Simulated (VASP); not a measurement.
Band structure of SrTiO3 (cubic perovskite). Calculation: PBE GGA, VASP's PBE PAW potentials (set 64) (plane waves; VASP).

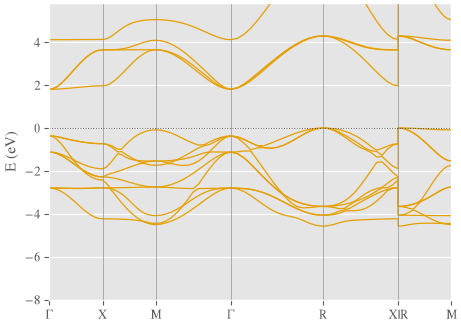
Bands along high-symmetry lines, zero at the valence-band maximum or, without a gap, the Fermi level

Q: Read the plot: is there a gap, and where are the band edges?

A: The gap is indirect, 1.80 eV, from the valence maximum at R to the conduction minimum at Γ. (Edges off the drawn lines would not show.)

Measured: gap 3.59 eV (computed value off by -1.79 eV), as given by Anna Miglio et al., npj Computational Materials (2020), arXiv:2011.12765 [zero-point renormalisation of 336 meV (experimental, the table's column) added back].

The compound is SrTiO3 in the cubic perovskite structure, the ideal cubic form; the compound distorts at low or room temperature. It was relaxed first.
